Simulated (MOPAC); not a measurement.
## GeBH₅O₃: frequency calculation (part 2 of 3)

Continued. System: GeBH₅O₃. Method: PM6-DH+, closed shell, dispersion DH+ (MOPAC 23.2.5). The geometry was optimised with PM6-DH+.

Geometry of the input (Å):
```
O  -1.0528  -0.4570  -1.7590
B  0.1486  -0.2019  -1.1288
O  1.2981  -0.2170  -1.9101
O  0.2238  0.0518  0.1797
Ge -0.2008  0.3316  1.9321
H  -0.9891  -0.6254  -2.6961
H  2.1137  -0.0390  -1.4568
H  -1.1670  1.4914  1.8486
H  -0.7912  -1.0008  2.3342
H  1.1737  0.6451  2.4774
```

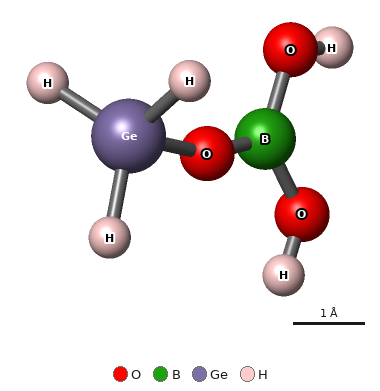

Fig. 1: The structure (ball-and-stick view, seen at a tilt). Sticks mark near contacts.

Log, continued
```
           1    0.0001   -0.0055    0.0000    0.0134    0.0028    0.0000   -0.0590   -0.0629
           2    0.0002    0.0010    0.0000   -0.0001   -0.0016    0.0000   -0.0494   -0.0272
           3    0.0171    0.0002   -0.0484   -0.0002   -0.0001    0.0031   -0.0000    0.0000
           4    0.0001   -0.0048    0.0000    0.0063    0.0020    0.0000    0.0207    0.0179
           5    0.0001   -0.0001    0.0000   -0.0095   -0.0027    0.0000   -0.0261    0.0249
           6   -0.0473    0.0001    0.1986    0.0000   -0.0001   -0.0007    0.0000    0.0000
           7    0.0002    0.0002    0.0001   -0.0050   -0.0015    0.0000    0.0179    0.0499
           8    0.0000   -0.0016   -0.0000   -0.0176   -0.0058   -0.0000    0.0708   -0.0434
           9    0.0127    0.0002   -0.0587    0.0003   -0.0000   -0.0013    0.0000   -0.0000
          10   -0.0000    0.0400    0.0000   -0.0012   -0.0060   -0.0000    0.0049   -0.0065
          11   -0.0000    0.0195   -0.0000    0.0080    0.0012    0.0000   -0.0350    0.0249
          12   -0.0333    0.0000   -0.0664    0.0000   -0.0000   -0.0010    0.0000   -0.0000
          13   -0.0001   -0.0127   -0.0000    0.0019   -0.0069   -0.0000   -0.0016    0.0007
          14   -0.0000   -0.0027   -0.0000   -0.0078   -0.0051   -0.0000    0.0039   -0.0025
          15    0.0119   -0.0001    0.0046   -0.0000    0.0001   -0.0103   -0.0000   -0.0000
          16    0.0002   -0.0017    0.0001    0.0258    0.0102    0.0001    0.4301    0.1033
          17    0.0002    0.0039    0.0001    0.0061    0.0029    0.0000    0.2952    0.0954
          18   -0.0482    0.0002    0.1600   -0.0001   -0.0002    0.0017   -0.0000    0.0000
          19    0.0002    0.0034    0.0001   -0.0112   -0.0041    0.0000    0.0567   -0.0488
          20   -0.0001   -0.0226   -0.0000    0.0229    0.0108    0.0000   -0.1586    0.6039
          21   -0.0140    0.0002    0.2033    0.0004    0.0000   -0.0026    0.0000   -0.0000
          22    0.0951    0.2206    0.0330   -0.1429    0.2573    0.2040   -0.0086    0.0050
          23   -0.3629   -0.1978   -0.1170    0.1781    0.2754   -0.0151    0.0205   -0.0203
          24   -0.0948    0.0295   -0.0292    0.0004    0.2243    0.1150    0.0040   -0.0057
          25   -0.0958    0.2204   -0.0330   -0.1424    0.2580   -0.2036   -0.0086    0.0049
          26    0.3632   -0.1970    0.1169    0.1782    0.2754    0.0161    0.0205   -0.0203
          27   -0.0947   -0.0299   -0.0292   -0.0009   -0.2246    0.1145   -0.0041    0.0058
          28   -0.0001   -0.0263   -0.0000   -0.0470    0.0265   -0.0000   -0.0038    0.0012
          29   -0.0004    0.3074    0.0000    0.4299   -0.0679    0.0002    0.0419   -0.0165
          30   -0.0413   -0.0002   -0.0101   -0.0001   -0.0006    0.5104    0.0000   -0.0000

   Root No.      17        18        19        20        21        22        23        24

                10 A'     11 A'     12 A'     13 A'      8 A"     14 A'     15 A'     16 A'

                1002.2    1352.9    1484.6    2303.2    2309.2    2394.0    2481.9    2486.1

           1    0.0712   -0.0919   -0.0737   -0.0000    0.0000   -0.0000   -0.0116    0.0185
           2   -0.0328   -0.0001    0.0231    0.0001    0.0000   -0.0001    0.0170   -0.0233
           3    0.0001   -0.0000    0.0000   -0.0001    0.0003   -0.0012    0.0000    0.0000
           4   -0.0139    0.2352    0.2277   -0.0002    0.0000    0.0003   -0.0121   -0.0012
           5    0.0330    0.2396   -0.2207    0.0000    0.0000   -0.0002    0.0054   -0.0087
           6   -0.0000   -0.0000    0.0000   -0.0000   -0.0001   -0.0000   -0.0000   -0.0000
           7   -0.0345   -0.0825   -0.0014    0.0001    0.0001   -0.0001   -0.0284   -0.0216
           8   -0.0597   -0.0983    0.0202   -0.0000    0.0000    0.0000   -0.0050   -0.0040
           9   -0.0001    0.0000   -0.0000   -0.0000   -0.0002    0.0009   -0.0000   -0.0000
          10   -0.0598    0.0169   -0.0700   -0.0008    0.0000   -0.0007    0.0002   -0.0013
          11    0.1130   -0.0487    0.1278   -0.0001   -0.0000    0.0020   -0.0003    0.0024
          12   -0.0000    0.0000   -0.0000   -0.0000   -0.0010    0.0002   -0.0000   -0.0000
          13    0.0024    0.0005   -0.0004   -0.0090   -0.0000   -0.0003    0.0000    0.0000
          14   -0.0075   -0.0000   -0.0003   -0.0027   -0.0000    0.0022   -0.0001   -0.0001
          15    0.0000   -0.0000   -0.0000    0.0000   -0.0102    0.0000   -0.0000    0.0000
          16    0.3305   -0.0576   -0.1862    0.0001    0.0000    0.0000    0.2286   -0.3110
          17    0.1594    0.0365   -0.1490   -0.0002    0.0000   -0.0003   -0.3229    0.4381
          18    0.0001   -0.0000    0.0000   -0.0001    0.0005   -0.0012    0.0000   -0.0000
          19   -0.0303    0.0065    0.0501   -0.0022    0.0001    0.0010    0.5312    0.3916
          20   -0.1156   -0.2965   -0.0943   -0.0005   -0.0000    0.0001    0.0811    0.0558
          21   -0.0001    0.0000   -0.0001   -0.0000   -0.0003    0.0017    0.0000    0.0000
          22    0.0193   -0.0036    0.0137    0.0760   -0.2110   -0.1428    0.0002    0.0001
          23   -0.0544    0.0062   -0.0276    0.0743   -0.1674   -0.1108    0.0009    0.0010
          24   -0.0142    0.0015   -0.0109   -0.2138    0.3933    0.2852   -0.0011   -0.0009
          25    0.0192   -0.0036    0.0136    0.0760    0.2111   -0.1406    0.0002    0.0001
          26   -0.0544    0.0062   -0.0277    0.0742    0.1676   -0.1099    0.0009    0.0010
          27    0.0143   -0.0015    0.0110    0.2138    0.3936   -0.2863    0.0011    0.0009
          28    0.0037    0.0012   -0.0037    0.5075   -0.0001    0.3131    0.0009    0.0010
          29   -0.0757    0.0125   -0.0282    0.0444   -0.0001    0.0330    0.0003    0.0003
          30   -0.0001    0.0000   -0.0000    0.0001   -0.0336    0.0013   -0.0000   -0.0000

           MASS-WEIGHTED COORDINATE ANALYSIS (NORMAL COORDINATES)

   Root No.       1         2         3         4         5         6         7         8

                 1 A"      1 A'      2 A"      2 A'      3 A'      3 A"      4 A"      4 A'

                -240.0      51.3     101.9     269.7     373.2     448.4     454.1     496.4

           1   -0.0001    0.1980    0.0002   -0.0756   -0.3541   -0.0001    0.0001    0.3344
           2   -0.0001   -0.4885    0.0004   -0.4638    0.3399   -0.0001    0.0001    0.0800
           3    0.2594   -0.0002   -0.0871    0.0000   -0.0002    0.1910   -0.2027    0.0002
           4   -0.0001    0.1651    0.0002   -0.0930   -0.2493   -0.0000    0.0001    0.2165
           5   -0.0000    0.0199    0.0001   -0.0316   -0.2115   -0.0000    0.0000   -0.3607
           6   -0.0036   -0.0002    0.1459    0.0000   -0.0002   -0.2666   -0.2540    0.0001
           7   -0.0002   -0.2150    0.0005    0.4992   -0.0587   -0.0001    0.0001   -0.2844
           8   -0.0000    0.2276   -0.0000   -0.3776   -0.4053   -0.0000    0.0000   -0.3350
           9   -0.1606   -0.0005   -0.3736    0.0000   -0.0004   -0.2044    0.0010   -0.0001
          10   -0.0001    0.5847    0.0000   -0.0589    0.5480   -0.0000    0.0000    0.0439
          11   -0.0000    0.2425    0.0000    0.0063    0.2222    0.0000    0.0000   -0.4242
          12   -0.1058   -0.0000    0.8238   -0.0000   -0.0001    0.0273    0.1466    0.0000
          13    0.0002   -0.2906   -0.0004   -0.1319    0.0410    0.0001   -0.0001   -0.1516
          14    0.0001    0.0038   -0.0002    0.4475    0.0068    0.0000   -0.0000    0.4345
          15    0.0095    0.0004   -0.1840   -0.0000    0.0004   -0.0086    0.0151   -0.0001
          16   -0.0000   -0.0375    0.0001   -0.1275    0.0909   -0.0000    0.0000    0.2268
          17   -0.0000   -0.1648    0.0001   -0.1754    0.1882   -0.0000    0.0001    0.1008
          18    0.0751   -0.0001   -0.1272    0.0000   -0.0001   -0.0478    0.9315    0.0001
          19   -0.0000   -0.0502    0.0001    0.1328   -0.0101   -0.0000    0.0000   -0.0933
          20    0.0000    0.1311   -0.0001   -0.2963   -0.1866    0.0000   -0.0000    0.2008
          21   -0.0837   -0.0001   -0.0379    0.0000   -0.0001    0.9191    0.0168   -0.0001
          22   -0.4915   -0.1137    0.0132   -0.0109   -0.0835   -0.0088    0.0115    0.0372
          23   -0.0569    0.0815   -0.2034    0.0333    0.0848    0.0350   -0.0454   -0.0473
          24   -0.2666   -0.0069   -0.0959   -0.0032   -0.0083    0.0092   -0.0113   -0.0063
          25    0.4915   -0.1136   -0.0134   -0.0109   -0.0835    0.0088   -0.0116    0.0371
          26    0.0569    0.0814    0.2034    0.0333    0.0847   -0.0350    0.0454   -0.0473
          27   -0.2667    0.0070   -0.0959    0.0032    0.0084    0.0092   -0.0113    0.0063
          28    0.0000   -0.0212   -0.0000   -0.0128    0.0165    0.0000   -0.0000   -0.0049
          29    0.0002   -0.1532   -0.0001    0.0385   -0.1605    0.0000   -0.0000   -0.0064
          30    0.5012    0.0001   -0.0057   -0.0000    0.0001    0.0007   -0.0025   -0.0000

   Root No.       9        10        11        12        13        14        15        16

                 5 A"      5 A'      6 A"      6 A'      7 A'      7 A"      8 A'      9 A'

                 523.2     533.9     553.9     737.1     766.5     770.8     844.2     871.4

           1    0.0009   -0.0390    0.0002    0.0966    0.0179    0.0002   -0.3275   -0.3369
           2    0.0011    0.0070    0.0002   -0.0008   -0.0099    0.0002   -0.2745   -0.1459
           3    0.1129    0.0012   -0.2329   -0.0012   -0.0009    0.0198   -0.0001    0.0001
           4    0.0007   -0.0280    0.0001    0.0371    0.0103    0.0002    0.0945    0.0789
           5    0.0003   -0.0004    0.0001   -0.0558   -0.0140    0.0000   -0.1190    0.1097
           6   -0.2570    0.0004    0.7860    0.0003   -0.0003   -0.0039    0.0000    0.0000
           7    0.0015    0.0014    0.0003   -0.0362   -0.0095    0.0003    0.0992    0.2674
           8    0.0000   -0.0114   -0.0000   -0.1263   -0.0369   -0.0001    0.3930   -0.2323
           9    0.0839    0.0016   -0.2828    0.0018   -0.0003   -0.0085    0.0001   -0.0000
          10   -0.0000    0.2833    0.0001   -0.0089   -0.0378   -0.0000    0.0271   -0.0346
          11   -0.0002    0.1383   -0.0000    0.0573    0.0075    0.0001   -0.1945    0.1332
          12   -0.2202    0.0001   -0.3198    0.0004   -0.0000   -0.0066    0.0000   -0.0000
          13   -0.0013   -0.1917   -0.0004    0.0290   -0.0926   -0.0004   -0.0185    0.0081
          14   -0.0006   -0.0405   -0.0001   -0.1188   -0.0690   -0.0003    0.0456   -0.0291
          15    0.1675   -0.0015    0.0469   -0.0005    0.0009   -0.1423   -0.0000   -0.0000
          16    0.0003   -0.0031    0.0001    0.0465    0.0161    0.0001    0.5994    0.1389
          17    0.0003    0.0069    0.0001    0.0109    0.0045    0.0001    0.4114    0.1283
          18   -0.0800    0.0003    0.1934   -0.0003   -0.0003    0.0028   -0.0000    0.0000
          19    0.0004    0.0061    0.0001   -0.0202   -0.0065    0.0001    0.0790   -0.0656
          20   -0.0001   -0.0400   -0.0000    0.0412    0.0171    0.0000   -0.2210    0.8120
          21   -0.0232    0.0003    0.2457    0.0007    0.0000   -0.0042    0.0001   -0.0001
          22    0.1578    0.3917    0.0398   -0.2576    0.4081    0.3317   -0.0120    0.0067
          23   -0.6023   -0.3512   -0.1414    0.3210    0.4368   -0.0246    0.0285   -0.0273
          24   -0.1574    0.0524   -0.0353    0.0007    0.3558    0.1870    0.0056   -0.0077
          25   -0.1590    0.3913   -0.0399   -0.2566    0.4092   -0.3310   -0.0120    0.0067
          26    0.6029   -0.3499    0.1413    0.3213    0.4368    0.0261    0.0285   -0.0273
          27   -0.1573   -0.0531   -0.0353   -0.0016   -0.3562    0.1861   -0.0057    0.0077
          28   -0.0001   -0.0466   -0.0000   -0.0847    0.0421   -0.0001   -0.0054    0.0016
          29   -0.0007    0.5458    0.0000    0.7749   -0.1077    0.0003    0.0583   -0.0222
          30   -0.0685   -0.0003   -0.0122   -0.0002   -0.0009    0.8299    0.0000   -0.0000

   Root No.      17        18        19        20        21        22        23        24

                10 A'     11 A'     12 A'     13 A'      8 A"     14 A'     15 A'     16 A'

                1002.2    1352.9    1484.6    2303.2    2309.2    2394.0    2481.9    2486.1

           1    0.3626   -0.2776   -0.2330   -0.0001    0.0002   -0.0000   -0.0675    0.1078
           2   -0.1668   -0.0003    0.0731    0.0005    0.0002   -0.0004    0.0992   -0.1357
           3    0.0003   -0.0000    0.0001   -0.0005    0.0017   -0.0083    0.0000    0.0000
           4   -0.0583    0.5840    0.5916   -0.0010    0.0002    0.0019   -0.0582   -0.0057
           5    0.1382    0.5950   -0.5736    0.0002    0.0001   -0.0010    0.0261   -0.0417
           6   -0.0000   -0.0000    0.0000   -0.0002   -0.0006   -0.0001   -0.0000   -0.0000
           7   -0.1757   -0.2493   -0.0044    0.0009    0.0003   -0.0008   -0.1656   -0.1260
           8   -0.3038   -0.2969    0.0639   -0.0001    0.0000    0.0001   -0.0293   -0.0233
           9   -0.0003    0.0000   -0.0001   -0.0002   -0.0010    0.0065   -0.0000   -0.0000
          10   -0.3043    0.0510   -0.2213   -0.0051    0.0001   -0.0050    0.0009   -0.0077
          11    0.5754   -0.1470    0.4042   -0.0005   -0.0000    0.0140   -0.0017    0.0140
          12   -0.0001    0.0000   -0.0000   -0.0000   -0.0059    0.0014   -0.0000   -0.0000
          13    0.0260    0.0032   -0.0024   -0.1233   -0.0003   -0.0043    0.0002    0.0003
          14   -0.0813   -0.0000   -0.0022   -0.0368   -0.0002    0.0326   -0.0008   -0.0013
          15    0.0000   -0.0000   -0.0000    0.0004   -0.1277    0.0001   -0.0000    0.0000
          16    0.4224   -0.0437   -0.1477    0.0001    0.0001    0.0000    0.3344   -0.4547
          17    0.2037    0.0277   -0.1183   -0.0003    0.0001   -0.0005   -0.4725    0.6405
          18    0.0001   -0.0000    0.0000   -0.0001    0.0008   -0.0022    0.0000   -0.0000
          19   -0.0387    0.0049    0.0398   -0.0035    0.0001    0.0017    0.7772    0.5725
          20   -0.1477   -0.2248   -0.0749   -0.0008   -0.0000    0.0002    0.1187    0.0815
          21   -0.0001    0.0000   -0.0000   -0.0000   -0.0005    0.0030    0.0000    0.0000
          22    0.0246   -0.0027    0.0109    0.1233   -0.3100   -0.2496    0.0003    0.0001
          23   -0.0695    0.0047   -0.0219    0.1205   -0.2459   -0.1937    0.0014    0.0015
          24   -0.0182    0.0011   -0.0087   -0.3470    0.5776    0.4985   -0.0016   -0.0013
          25    0.0245   -0.0027    0.0108    0.1233    0.3101   -0.2456    0.0003    0.0001
          26   -0.0695    0.0047   -0.0220    0.1204    0.2462   -0.1920    0.0014    0.0015
          27    0.0183   -0.0011    0.0087    0.3469    0.5781   -0.5004    0.0016    0.0013
          28    0.0048    0.0009   -0.0029    0.8235   -0.0001    0.5471    0.0014    0.0015
          29   -0.0967    0.0095   -0.0224    0.0720   -0.0001    0.0577    0.0004    0.0005
          30   -0.0001    0.0000   -0.0000    0.0001   -0.0493    0.0023   -0.0000   -0.0000

          DESCRIPTION OF VIBRATIONS

 VIBRATION          1    1A"          ATOM PAIR      ENERGY CONTRIBUTION    RADIAL
 FREQUENCY          -240.04         Ge 5 -- H 10         +33.3% (-99.9%)      0.1%
 TRANSITION DIPOLE   0.0091         Ge 5 -- H  9         +32.3% (-99.9%)      0.3%
 TRAVEL (Ang.)       0.8960         Ge 5 -- H  8         +32.3% (-99.9%)      0.0%
 REDUCED MASS        0.3499         O  1 -- B  2          +0.8% (-21.0%)      0.0%
 EFFECTIVE MASS      0.6259
 FORCE CONSTANT     -0.0119

 VIBRATION          2    1A'          ATOM PAIR      ENERGY CONTRIBUTION    RADIAL
 FREQUENCY            51.32         O  1 -- B  2         +32.7% (686.0%)      0.4%
 TRANSITION DIPOLE   0.5325         B  2 -- O  3         +16.5% (487.8%)      0.0%
 TRAVEL (Ang.)       0.5412         B  2 -- O  4         +14.9% (464.0%)      0.5%
 REDUCED MASS        4.4854         O  4 -- Ge 5         +12.7% (428.2%)      0.0%
 EFFECTIVE MASS    611.8580         O  1 -- H  6         +10.5% (389.7%)     96.3%
 FORCE CONSTANT      0.0070
```
